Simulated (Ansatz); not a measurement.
# AlClH5N: the cost of one run

All numbers below are computed with Ansatz 0.2.0 (RKS BHLYP-D4/def2-SVP).

## 1. The system as given

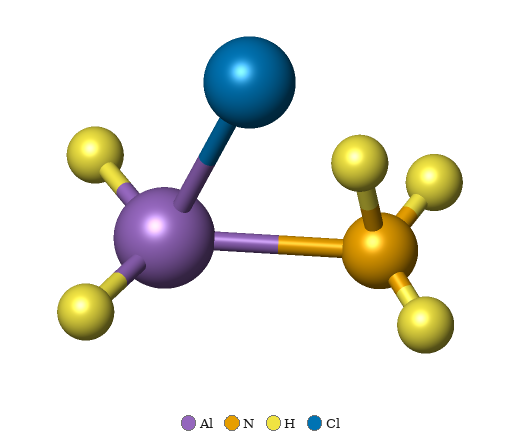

Start, viewed from a free direction; aluminium purple, nitrogen amber, hydrogen yellow, chlorine blue.

Structure file:

```xyz
8

Al    0.0000    0.0000    0.0000
N     0.0000    0.0000    2.2700
H    -0.8770   -0.2713    2.8000
H     0.8770    0.2713    2.8000
H     1.3510    0.0000   -0.7800
H    -1.3510    0.0000   -0.7800
Cl   -0.3164    2.3800    0.7978
H    -0.1701    1.2795    2.0062
```

## 2. A restrained relaxation towards end A

Springs on the bonds that form and break draw the guess towards this end; the thresholds are loose.

input.yaml

```yaml
crystal:
  periodic: [false, false, false]
  atoms:
    - { symbol: Al, position_ang: [0.0, 0.0, 0.0] }
    - { symbol: "N", position_ang: [0.0, 0.0, 2.27] }
    - { symbol: H, position_ang: [-0.877, -0.2713, 2.8] }
    - { symbol: H, position_ang: [0.877, 0.2713, 2.8] }
    - { symbol: H, position_ang: [1.351, 0.0, -0.78] }
    - { symbol: H, position_ang: [-1.351, 0.0, -0.78] }
    - { symbol: Cl, position_ang: [-0.3164, 2.38, 0.7978] }
    - { symbol: H, position_ang: [-0.1701, 1.2795, 2.0062] }
basis:
  gaussian: { orbitals: def2-SVP }
hamiltonian:
  xc: { name: BHLYP }
  dispersion: d4
relax:
  f_tol: 0.15
  max_steps: 25
  restrain:
    - { distance: [0, 6], at: 3.43, k: 30.0 }
    - { distance: [7, 1], at: 2.26, k: 30.0 }
    - { distance: [0, 1], at: 1.92, k: 30.0 }
    - { distance: [7, 6], at: 1.37, k: 30.0 }
```

Started as:

```bash
$ ansatz run input.yaml --threads 1 --pin off --max-ram 2048MiB --backend cpu --events-out ev --progress --plain --runs-dir out
```

**Question.** How long does this run take on 1 thread of Arm Neoverse V2, shared host, and how much memory does it need?

About 24 s, with a peak of 0.16 GiB.
